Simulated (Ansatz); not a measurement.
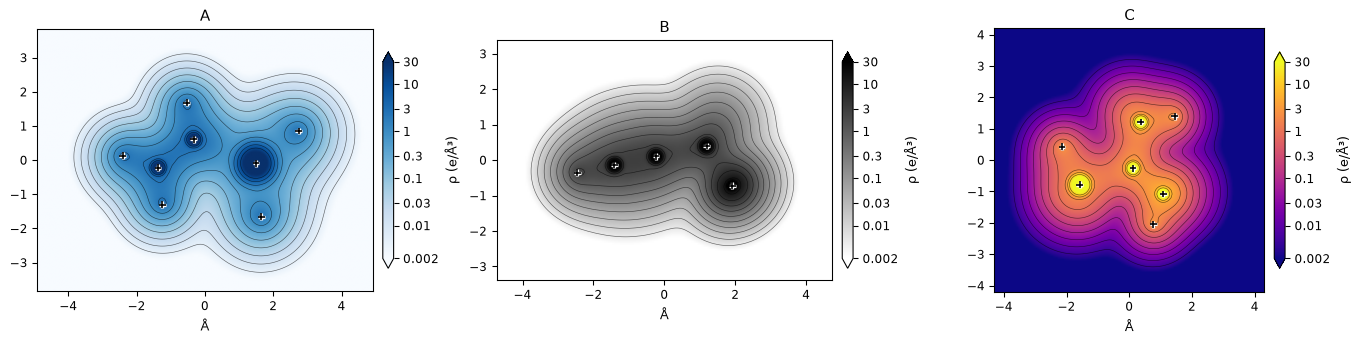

The total electron density of 3 systems, each on a plane through atoms (crosses mark nuclei in the plane).

All numbers below come from Ansatz 0.2.0, RKS PBE0-D4/def2-TZVPP.

System 1: C$_{3}$HF$_{3}$ (SMILES C#CC(F)(F)F), the plane of atoms C2, C3 and F5. Geometry: PBE0-D4/def2-TZVP.

```yaml
atoms:
  - { symbol: C, position_ang: [1.2488, -1.2341, 0.0506] }
  - { symbol: C, position_ang: [0.3989, -0.3943, 0.0110] }
  - { symbol: C, position_ang: [-0.6407, 0.6315, -0.0365] }
  - { symbol: F, position_ang: [-1.8194, 0.1086, -0.3822] }
  - { symbol: F, position_ang: [-0.3417, 1.5811, -0.9260] }
  - { symbol: F, position_ang: [-0.7914, 1.2215, 1.1515] }
  - { symbol: H, position_ang: [2.0066, -1.9823, 0.0859] }
```

System 2: C$_{2}$H$_{5}$Ga, the molecular plane. Geometry: PBE0-D4/def2-TZVP.

```xyz
8

C    -0.5473    1.0519   -0.7273
C    -0.4310    0.3574    0.4056
Ga    0.7449   -1.1953    0.4990
H     0.0029    0.7788   -1.6250
H    -1.1931    1.9234   -0.8182
H    -1.0122    0.6892    1.2644
H     1.5285   -1.5683   -0.8117
H     0.9073   -2.0371    1.8131
```

System 3: C$_{2}$H$_{5}$NS, the plane of atoms C2, C1 and H7. Geometry: PBE0-D4/def2-TZVP.

```yaml
atoms:
  - { symbol: C, position_ang: [0.5397, 0.8233, -0.3384] }
  - { symbol: C, position_ang: [-0.0438, -0.5227, -0.0545] }
  - { symbol: N, position_ang: [0.3715, -1.5524, -0.6545] }
  - { symbol: S, position_ang: [-1.3415, -0.5911, 1.1628] }
  - { symbol: H, position_ang: [0.9692, 1.2553, 0.5688] }
  - { symbol: H, position_ang: [-0.2313, 1.5077, -0.7009] }
  - { symbol: H, position_ang: [1.3167, 0.7187, -1.0940] }
  - { symbol: H, position_ang: [-0.1118, -2.4018, -0.3664] }
  - { symbol: H, position_ang: [-1.3802, 0.7167, 1.4598] }
```

Question: Match each panel to its system.

Answer: Panel A is system 2, C$_{2}$H$_{5}$Ga: the plane holds C, Ga and H. C–C (1.33 Å): ρ at the midpoint is about 2.4 e/Å³. Panel B is system 1, C$_{3}$HF$_{3}$: the plane holds C, F and H. C–C (1.20 Å): ρ at the midpoint is about 2.8 e/Å³. Panel C is system 3, C$_{2}$H$_{5}$NS: the plane holds C, N, S and H. C–N (1.26 Å): ρ at the midpoint is about 2.9 e/Å³.
